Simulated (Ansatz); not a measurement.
# AlH₃O (triplet): the correlation ladder at distance Al1–H4 along a hydrogen transfer = 1.919 Å, cc-pVDZ

How much of the correlation energy of AlH₃O (triplet) does each wave-function method recover here?

Method: cc-pVDZ, core rule «outside noble gas», up to 6 orbitals frozen; program: Ansatz 0.2.0, Gaussian basis.

The runs, in order: UHF; CCSD(T) on ROHF; CCSD(T) on UHF; BCCD(T) on ROHF; CISD; CCSDT(Q) on ROHF; CCSDT(Q) on UHF; CASSCF and MRCISD+Q, 4 electrons in 4 orbitals; CASSCF and NEVPT2, 4 electrons in 4 orbitals.

13 further runs of the same task are left out: 9 for a known fault of the program, 1 for a mislabelled method, 3 that didn't finish.

## 1. What is computed

The geometry derives from fragments relaxed apart (PBE0/def2-TZVP) and kept rigid, so it is no stationary point. A hydrogen atom is moved between rigid fragments.

5 atoms, charge 0, spin multiplicity 3.

Atoms are counted from 1 here; the program's logs count them from 0.

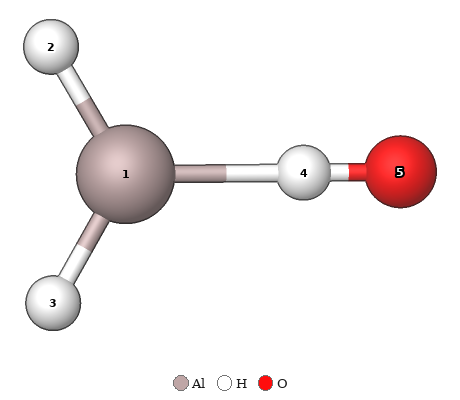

The structure; aluminium light grey, hydrogen white, oxygen red; atoms are numbered from 1 in the order of the file.

## 2. UHF

The input, in.yaml:

```yaml
crystal:
  periodic: [false, false, false]
  atoms:
    - {symbol: Al, position_ang: [-1.038458, 0.000000, 0.000000]}
    - {symbol: H, position_ang: [-1.831382, 1.373384, 0.000000]}
    - {symbol: H, position_ang: [-1.831382, -1.373384, 0.000000]}
    - {symbol: H, position_ang: [0.880542, 0.000000, 0.000000]}
    - {symbol: O, position_ang: [1.926542, 0.000000, 0.000000]}
basis:
  gaussian: {orbitals: cc-pVDZ}
magnetization: {spin_polarized: true, initial_magnetization: 2}
hamiltonian: {xc: hf}
output: {orbitals: {seedname: orbitals}}
```

On the command line:

```console
$ ansatz run in.yaml --threads 1 --pin off --events-out ev --progress --plain --max-ram 2393MiB
```

After this run come: CCSD(T) on ROHF; CCSD(T) on UHF; BCCD(T) on ROHF; CISD; CCSDT(Q) on ROHF; CCSDT(Q) on UHF; CASSCF and MRCISD+Q, 4 electrons in 4 orbitals; CASSCF and NEVPT2, 4 electrons in 4 orbitals.

Before running them: what should the planned runs give, taken together? Wanted: UCCSDT(Q) below the RHF energy; RMP2 from UCCSDT(Q); UMP2 from UCCSDT(Q); RCCSD from UCCSDT(Q); RCCSD(T) from UCCSDT(Q); UCCSD(T) from UCCSDT(Q); RCCSDT(Q) from UCCSDT(Q); NEVPT2 pair from UCCSDT(Q); MRCISD+Q pair from UCCSDT(Q).

As calculated:

| quantity | value |
| --- | --- |
| UCCSDT(Q) below the RHF energy | -7.0825 eV |
| RMP2 from UCCSDT(Q) | +1054.8 meV |
| UMP2 from UCCSDT(Q) | +1078.0 meV |
| RCCSD from UCCSDT(Q) | +137.9 meV |
| RCCSD(T) from UCCSDT(Q) | +31.8 meV |
| UCCSD(T) from UCCSDT(Q) | +31.0 meV |
| RCCSDT(Q) from UCCSDT(Q) | +1.3 meV |
| NEVPT2 pair from UCCSDT(Q) | +1031.8 meV |
| MRCISD+Q pair from UCCSDT(Q) | +52.4 meV |
| levels within 1 kcal/mol (43 meV) | RCCSD(T), UCCSD(T), BCCD(T), RCCSDT, UCCSDT, RCCSDT(Q) |
| T1 diagnostic | 0.020 |

What this shows: RCCSD(T) misses by +31.8 meV, 0.4 % of the correlation energy. Of the multireference levels listed MRCISD+Q pair comes nearest in total energy (+52.4 meV), which doesn't show that its space is the better one. These misses are within one basis, not against nature; the frozen cores of restricted and unrestricted runs differ, which can shift their rows.
